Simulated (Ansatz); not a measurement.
# SrLiBr3 (built on the sites of a database entry of BaLiF3): phonons and vibrational spectra

The cell of SrLiBr3 (built on the sites of a database entry of BaLiF3) is at rest. What are its phonons? After the zone centre comes a 2×2×2 q mesh on a 4×4×4 k mesh.

Program: Ansatz 0.2.0. Level of theory: DFT LDA, scalar-relativistic, plane waves, norm-conserving pseudopotentials. Results are calculated unless marked as measured.

The structure was built from a prototype and need not be the compound's stable phase.

## Step 1: Set-up

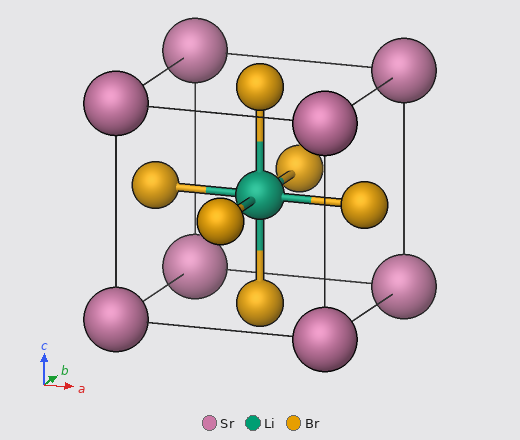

The cell as given, slightly off an axis (strontium pink, lithium teal, bromine orange). Some periodic images of atoms are drawn too.

## Step 2: Modes at Γ

The cell comes from relaxations at this level that are not shown. The zone centre comes first: it holds the modes that light can see, as far as symmetry allows. The response to a homogeneous field gives the Born charges and the dielectric tensor, and its change with displacement the Raman tensors.

input.yaml reads:

```yaml
crystal:
  lattice:
    - [4.9372379283, 0.0, 0.0]
    - [0.0, 4.9372379283, 0.0]
    - [0.0, 0.0, 4.9372379283]
  atoms:
    - { symbol: Sr, position: [0.0, 0.0, 0.0] }
    - { symbol: Li, position: [0.5, 0.5, 0.5] }
    - { symbol: Br, position: [0.0, 0.5, 0.5] }
    - { symbol: Br, position: [0.5, 0.5, 0.0] }
    - { symbol: Br, position: [0.5, 0.0, 0.5] }
kpoints:
  mp_grid: { grid: [4, 4, 4] }
hamiltonian:
  xc: lda
  pseudopotentials: { kind: nc }
scf:
  occupations: { method: fixed }
output:
  eigenvalues: true
phonons:
  method: dfpt
  dielectric: true
  rigid_motions: translations
  raman: true
```

Started as:

```sh
ansatz run input.yaml --threads 8 --pin off --max-ram 14336MiB --backend cpu --events-out ev --progress --plain --runs-dir out
```

The program printed:

```text
Engine: ansatz 0.2.0, x86_64-unknown-linux-gnu
Pseudopotentials: kind: nc
Pseudopotential: Sr, nc, valence charge 10, recommended cutoff 925.187132 eV (normal), Sr.nc.azcp (PseudoDojo's, or run here from an input of PseudoDojo's: the run reads no file of this project's for it)
Pseudopotential: Li, nc, valence charge 3, recommended cutoff 1006.821291 eV (normal), Li.nc.azcp (PseudoDojo's, or run here from an input of PseudoDojo's: the run reads no file of this project's for it)
Pseudopotential: Br, nc, valence charge 7, recommended cutoff 598.650497 eV (normal), Br.nc.azcp (PseudoDojo's, or run here from an input of PseudoDojo's: the run reads no file of this project's for it)
Functional definition: SPW92
  exchange = slater_x
  correlation = pw_c
Crystal: 5 atoms, lattice volume = 120.352 Å³
Basis set: ecut = 1006.821291 eV, 8733 PW (Γ), exchange–correlation on 108×108×108 points (8 copies of the dense FFT grid, shifted against one another)
Bands: 22, of which v1, the nominal top of the filled ones, is band 17 counted from 1 (16 counted from 0)
Symmetry: 48 space group operations
k-points: 30 of 64 (irreducible under 2 space group operations, time reversal used)
Non-local potential: Sr, projectors of the file, l = 0: 2, l = 1: 2, l = 2: 2
Non-local potential: Li, projectors of the file, l = 0: 2, l = 1: 2
Non-local potential: Br, projectors of the file, l = 0: 2, l = 1: 2, l = 2: 2
Initial density: superposition of atomic densities (chi_scale 0.1, normalization cell, long waves kept (reshape's long-wave potential 0.00 eV rms))
Initial wavefunctions: pseudopotential atomic-orbital guess
Functional: x = slater, c = lda
SCF iter   1: F=—  HF=-2424.343845 eV  |F-HF|=—  |Δ(HF+E_count)|=         —  Δρ=3.18e-2  dr2=2.03e0  ethr=3.10e-3  ⟨swp⟩=6.2  Hψ=3235  notcnv=0  defer=74
preconditioner: auto → Resta (q_TF=auto, 2.210 Å⁻¹)  ε∞=4.7  [insulator: Δε(μ)=1.912 eV  Ē_g=8.664 eV  n_scr=26 (ndim 8)  ℏωp=16.6 eV  f_vac=0.000  ε∞_Penn≈4.7]
SCF iter   2: F=—  HF=-2423.619015 eV  |F-HF|=—  |Δ(HF+E_count)|=   7.25e-1  Δρ=1.50e-2  dr2=4.96e-1  ethr=3.10e-3  ⟨swp⟩=4.0  Hψ=1565  notcnv=0  defer=48
SCF iter   3: F=—  HF=-2423.379182 eV  |F-HF|=—  |Δ(HF+E_count)|=   2.40e-1  Δρ=3.53e-3  dr2=2.02e-2  ethr=1.46e-3  ⟨swp⟩=4.0  Hψ=1409  notcnv=0  defer=72
SCF iter   4: F=—  HF=-2423.373764 eV  |F-HF|=—  |Δ(HF+E_count)|=   5.42e-3  Δρ=7.67e-4  dr2=7.34e-4  ethr=5.93e-5  ⟨swp⟩=3.4  Hψ=1257  notcnv=0  defer=86
SCF iter   5: F=—  HF=-2423.373770 eV  |F-HF|=—  |Δ(HF+E_count)|=   6.10e-6  Δρ=1.17e-4  dr2=1.88e-5  ethr=2.16e-6  ⟨swp⟩=2.3  Hψ=1190  notcnv=0  defer=87
SCF iter   6: F=—  HF=-2423.373759 eV  |F-HF|=—  |Δ(HF+E_count)|=   1.04e-5  Δρ=2.75e-5  dr2=7.27e-7  ethr=5.53e-8  ⟨swp⟩=2.6  Hψ=1169  notcnv=0  defer=86
SCF iter   7: F=—  HF=-2423.373875 eV  |F-HF|=—  |Δ(HF+E_count)|=   1.15e-4  Δρ=6.99e-6  dr2=4.62e-8  ethr=2.14e-9  ⟨swp⟩=2.0  Hψ=1152  notcnv=0  defer=76
SCF iter   8: F=—  HF=-2423.373875 eV  |F-HF|=—  |Δ(HF+E_count)|=   1.35e-8  Δρ=4.86e-7  dr2=5.56e-10  ethr=1.36e-10  ⟨swp⟩=2.6  Hψ=1084  notcnv=0  defer=75
SCF iter   9: F=-2423.373875 eV  HF=-2423.373875 eV  |F-HF|=1.55e-11  |Δ(HF+E_count)|=    0.00e0  Δρ=9.43e-8  dr2=2.78e-11  ethr=1.00e-12  ⟨swp⟩=17.4  Hψ=6031  notcnv=0
SCF 1 converged in 9 iterations: F = -2423.373875 eV  dr2 = 2.78e-11
DFPT response loops at Γ: preconditioner auto → none (the input reference at scf.mixing.eps_inf says where Resta's filter doesn't serve); β = 0.50; Broyden in place of MSR1
── the response to a field inside a basis, on 8×8×8 k-points: an SCF that follows is theirs, and a resumed run solves both again ──
Bands: 18, of which v1, the nominal top of the filled ones, is band 17 counted from 1 (16 counted from 0)
k-points: 20 of 512
Initial density: handed on by an earlier stage of this run
Initial wavefunctions: pseudopotential atomic-orbital guess (no wavefunctions were taken with the density)
Eigensolver: Dense (20 Hₖ)
SCF iter   1: F=—  HF=-2423.369140 eV  |F-HF|=—  |Δ(HF+E_count)|=         —  Δρ=5.54e-5  dr2=1.00e-6  ethr=1.00e-1
preconditioner: auto → Resta (q_TF=auto, 2.210 Å⁻¹)  ε∞=3.6  [insulator: Δε(μ)=2.978 eV  Ē_g=11.571 eV  n_scr=26 (ndim 8)  ℏωp=18.5 eV  f_vac=0.000  ε∞_Penn≈3.6]
SCF iter   2: F=—  HF=-2423.369141 eV  |F-HF|=—  |Δ(HF+E_count)|=   6.85e-7  Δρ=2.92e-5  dr2=2.91e-7  ethr=2.95e-9
SCF iter   3: F=—  HF=-2423.369141 eV  |F-HF|=—  |Δ(HF+E_count)|=   2.85e-7  Δρ=1.54e-6  dr2=3.49e-9  ethr=8.56e-10
SCF iter   4: F=—  HF=-2423.369141 eV  |F-HF|=—  |Δ(HF+E_count)|=  1.64e-10  Δρ=4.48e-7  dr2=1.31e-10  ethr=1.03e-11
SCF iter   5: F=-2423.369141 eV  HF=-2423.369141 eV  |F-HF|=9.09e-13  |Δ(HF+E_count)|=  5.55e-11  Δρ=4.24e-8  dr2=1.69e-12  ethr=1.00e-12
SCF 1 converged in 5 iterations: F = -2423.369141 eV  dr2 = 1.69e-12
DFPT response loops at Γ: mixed as the last ones told, above
DFPT response loops at Γ: mixed as the last ones told, above
WARN: field response: ε∞ stands inside a basis, on 8×8×8 points; the force constants stand on the 4×4×4 k-mesh, whose period is 12.19 times the interband length at k = (0.0000, 0.0000, 0.0000), direct gap 2.957 eV, under 14: take them and everything formed from them as unconverged, and compare with a denser kpoints.mp_grid
SCF converged after 9 iterations
Free energy (F): -2423.373875 eV
Harris-Foulkes:  -2423.373875 eV  (|F-HF|=1.55e-11)
Internal energy: -2423.373875 eV  (E = F + TS)
E sigma→0 (E₀):  -2423.373875 eV
Fermi energy:    4.958749 eV
--- Per-component energies (eV) ---
  E_band       = -204.050502
  E_kinetic    = 749.889134
  E_local      = -1230.295985  (includes V_loc(G=0)·N_el)
  E_nonlocal   = 207.380859
  E_hartree    = 299.099846
  E_xc         = -695.919438
  E_vxc        = -529.224180  (∫ρ·V_xc dr)
  E_ewald      = -1753.528289
  E_smearing   = -0.000000  (= −TS)
  E_closure    = -0.000000  (closes the sum)
  Σ components = -2423.373875   (vs F -2423.373875, Δ=0.00e0)
--- Band table (eV; the first three rows and the last of 30) ---
  k-point 0: bands = [... 13 lower, 3.7603, 4.6848, 4.6848, 4.6848, 7.6421, 8.3017, 8.3017, 9.2727, ... 1 higher]
  k-point 1: bands = [... 13 lower, 3.4849, 3.9047, 4.4547, 4.4547, 8.6905, 8.8423, 9.2228, 9.4316, ... 1 higher]
  k-point 2: bands = [... 13 lower, 3.1598, 3.1598, 4.2688, 4.2688, 9.5314, 9.6239, 10.2341, 10.2524, ... 1 higher]
  k-point 29: bands = [... 13 lower, 4.7518, 4.9587, 4.9587, 4.9587, 8.3306, 9.4614, 9.4614, 9.4614, ... 1 higher]
--- Phonons (Γ-DFPT): 4 representative perturbations + reference, on 30 of 64 k-points (Σ response iterations 16) ---
  k mesh reduced under 2 symmetry operations, with k and −k counted as one. Each operation leaves every solved perturbation unchanged. A smaller set is not considered because the run solves the response to a homogeneous field
  ASR residual: 6.510e-5 → 0.000e0 eV/Å²; symmetrization residual: 2.286e-6 eV/Å²
  ASR residual per site (eV/Å²): 6.51e-5 2.92e-5 3.12e-5 3.12e-5 3.12e-5
  Γ frequencies (cm⁻¹): -58.40 -58.40 -58.40 0.00 0.00 0.00 29.72 29.72 29.72 121.02 121.02 121.02 346.62 346.62 346.62
  ε∞ (high-frequency dielectric tensor):
        4.162671     0.000000     0.000000
        0.000000     4.162671     0.000000
        0.000000     0.000000     4.162671
  softest optical mode at Γ: -58.40 cm⁻¹; the repairs (sum rule, projections) moved no ω² at Γ by more than (1.58 cm⁻¹)²
  Born effective charges Z* (e; rows j = field, columns β = displacement):
    site 0:
         2.94876    0.00000    0.00000
        -0.00000    2.94876   -0.00000
         0.00000    0.00000    2.94876
    site 1:
         1.13005    0.00000    0.00000
        -0.00000    1.13005   -0.00000
         0.00000    0.00000    1.13005
    site 2:
        -1.21815   -0.00000    0.00000
        -0.00000   -1.43032   -0.00000
         0.00000    0.00000   -1.43032
    site 3:
        -1.43032    0.00000    0.00000
        -0.00000   -1.43032   -0.00000
         0.00000    0.00000   -1.21815
    site 4:
        -1.43032    0.00000    0.00000
         0.00000   -1.21815    0.00000
        -0.00000    0.00000   -1.43032
  Z* charge neutrality: 7.036e-5 e pre-enforcement
  solved inside a basis spanned on kpoints, on 8×8×8 k-points: ε∞ is read to err by 9.7e-3, Z* by 1.1e-2 e (field_mesh: kpoints solves on kpoints); Z* is corrected for what the basis lacks
  Raman tensors (in the event stream and the table raman_tensors.tsv): an entry may err by 2.8e-3 Å², one of the second-order susceptibility by 1.1e-19 pm/V (basis, points and sum rule); their sum over the sites missed zero by 3.141e-20 Å² ahead of its enforcement
  optical modes at Γ without the LO–TO term, one row a degenerate level:
      ω (cm⁻¹)  modes    IR ((D/Å)²/amu)  static Raman (Å⁴/amu)  depolarisation
        -58.40      3            10.1445                 0.0000               —
         29.72      3             0.0000                 0.0000               —
        121.02      3             1.0995                 0.0000               —
        346.62      3            13.1894                 0.0000               —
  optical modes at Γ + LO–TO along q̂ = [1.0000, 0.0000, 0.0000]:
      ω (cm⁻¹)  modes    IR ((D/Å)²/amu)  static Raman (Å⁴/amu)  depolarisation
        -58.40      2             6.7630                 0.0000               —
         29.72      3             0.0000                 0.0000               —
         84.16      1             1.4729                 0.0000               —
        121.02      2             0.7330                 0.0000               —
        133.23      1             1.1999                 0.0000               —
        346.62      2             8.7930                 0.0000               —
        375.79      1             5.4717                 0.0000               —
  optical modes at Γ + LO–TO along q̂ = [0.0000, 1.0000, 0.0000]:
      ω (cm⁻¹)  modes    IR ((D/Å)²/amu)  static Raman (Å⁴/amu)  depolarisation
        -58.40      2             6.7630                 0.0000               —
         29.72      3             0.0000                 0.0000               —
         84.16      1             1.4729                 0.0000               —
        121.02      2             0.7330                 0.0000               —
        133.23      1             1.1999                 0.0000               —
        346.62      2             8.7930                 0.0000               —
        375.79      1             5.4717                 0.0000               —
  optical modes at Γ + LO–TO along q̂ = [0.0000, 0.0000, 1.0000]:
      ω (cm⁻¹)  modes    IR ((D/Å)²/amu)  static Raman (Å⁴/amu)  depolarisation
        -58.40      2             6.7630                 0.0000               —
         29.72      3             0.0000                 0.0000               —
         84.16      1             1.4729                 0.0000               —
        121.02      2             0.7330                 0.0000               —
        133.23      1             1.1999                 0.0000               —
        346.62      2             8.7930                 0.0000               —
        375.79      1             5.4717                 0.0000               —
```

It took 1.7 min on 8 threads of Intel Xeon Platinum 8488C (Sapphire Rapids), shared host; peak memory 3.3 GiB; 12 min of CPU time.

The column dr2 measures how far the density is from self-consistency, as an energy; F and HF (Harris–Foulkes) agree once it is small.

A gap read on the k-mesh alone can miss the band edges.

This step gave:

| Item | Value |
| --- | --- |
| gap on the k-mesh | 2.683 eV |
| volume per atom | 24.07 Å³ |
| sum-rule residual before enforcement | 6.51e-5 eV/Å² |
| miss of the charge sum rule | 7.04e-5 e |
| estimated error of the dielectric tensor | 0.009687 |
| estimated error of the Born charges | 0.01055 e |
| point group | m-3m |
| highest optical mode at the zone centre (no LO-TO term) | 346.6 cm⁻¹ |
| lowest optical zone-centre mode | -58.4 cm⁻¹ |
| mean high-frequency dielectric constant | 4.163 |
| largest Born charge (third of the trace) | 2.949 e |
| top of the zone-centre spectrum with the field | 375.8 cm⁻¹ |

Without the LO-TO term. Patterns of degenerate modes are one choice out of their space. The modes at Γ (shares of kinetic energy by element, %) (negative means imaginary):

| mode | frequency (cm⁻¹) | symmetry | Sr % | Li % | Br % |
| --- | --- | --- | --- | --- | --- |
| 1 | -58.4 | T1u | 73 | 0 | 26 |
| 2 | -58.4 | T1u | 73 | 0 | 26 |
| 3 | -58.4 | T1u | 73 | 0 | 26 |
| 4 | 0.0 | acoustic | 26 | 2 | 72 |
| 5 | 0.0 | acoustic | 26 | 2 | 72 |
| 6 | 0.0 | acoustic | 26 | 2 | 72 |
| 7 | 29.7 | T2u | 0 | 0 | 100 |
| 8 | 29.7 | T2u | 0 | 0 | 100 |
| 9 | 29.7 | T2u | 0 | 0 | 100 |
| 10 | 121.0 | T1u | 1 | 9 | 90 |
| 11 | 121.0 | T1u | 1 | 9 | 90 |
| 12 | 121.0 | T1u | 1 | 9 | 90 |
| 13 | 346.6 | T1u | 0 | 89 | 11 |
| 14 | 346.6 | T1u | 0 | 89 | 11 |
| 15 | 346.6 | T1u | 0 | 89 | 11 |

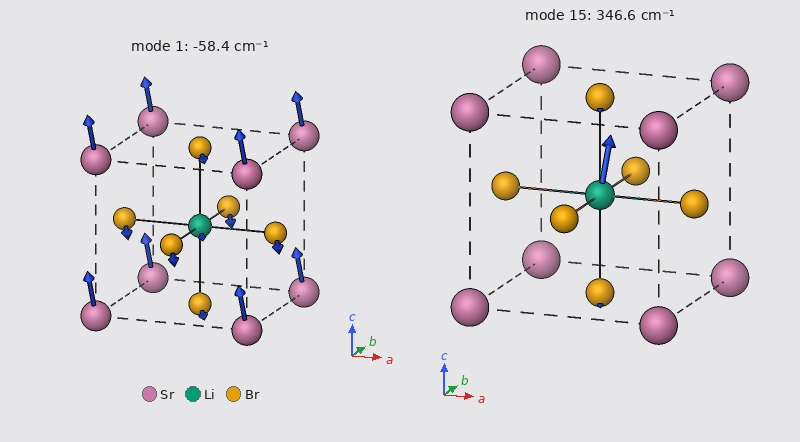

Displacement patterns of modes 1 and 15 at Γ; arrows are exaggerated. Some periodic images of atoms are drawn too.

Optical modes at the zone centre, without and with the macroscopic field of the longitudinal modes; each column is sorted by frequency, so a row need not hold one and the same mode. Modes with and without the field, by row:

| rank among optical modes | no field (cm⁻¹) | q along (1, 0, 0) (cm⁻¹) |
| --- | --- | --- |
| 1 | -58.4 | -58.4 |
| 2 | -58.4 | -58.4 |
| 3 | -58.4 | 29.7 |
| 4 | 29.7 | 29.7 |
| 5 | 29.7 | 29.7 |
| 6 | 29.7 | 84.2 |
| 7 | 121 | 121 |
| 8 | 121 | 121 |
| 9 | 121 | 133.2 |
| 10 | 346.6 | 346.6 |
| 11 | 346.6 | 346.6 |
| 12 | 346.6 | 375.8 |

Born charge (rows field, columns displacement) (e), principal values of the symmetric part by kind of site:

| atom | atoms with these values | low | middle | high | mean |
| --- | --- | --- | --- | --- | --- |
| Sr1 | 1 | 2.95 | 2.95 | 2.95 | 2.95 |
| Li2 | 1 | 1.13 | 1.13 | 1.13 | 1.13 |
| Br3 | 3 | -1.43 | -1.43 | -1.22 | -1.36 |

In full for Br3:

```
-1.22  0.00  0.00
 0.00 -1.43  0.00
 0.00  0.00 -1.43
```

High-frequency dielectric tensor:

```
4.16 0.00 0.00
0.00 4.16 0.00
0.00 0.00 4.16
```

Transverse modes; imaginary modes are left out. Lines of the infrared spectrum (strongest = 100):

| position (cm⁻¹) | label | relative intensity |
| --- | --- | --- |
| 30 | T2u | 0.0 |
| 121 | T1u | 8.3 |
| 347 | T1u | 100 |

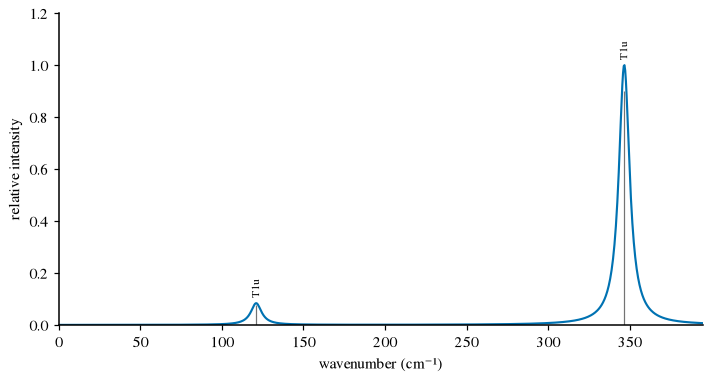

The infrared spectrum, broadened with Lorentzians of width 8 cm⁻¹; bars mark the lines.

Before it was imposed, the acoustic sum rule was missed by 6.5e-5 eV/Å² and the charge sum rule by 7.0e-5 e. Small misses are needed for a sound result but don't prove that mesh and cutoff are converged. The lowest optical mode is imaginary, 58.4i cm⁻¹, so the energy falls along it.

The log warns of the k mesh: “the force constants stand on the 4×4×4 k-mesh, whose period is 12.19 times the interband length at k = (0.0000, 0.0000, 0.0000), direct gap 2.957 eV, under 14: take them and everything formed from them as unconverged”.

[end of part 1 of 2]

[Logs are printed without paths, hosts, clocks, repeated set-up lines and the standing remarks that a program may print on its own settings, such as how far it seeks lower states.]

[Hosts, paths, dates, database ids (printed as entryN), source tags and the programs' standing remarks are cut or masked in the printed files.]
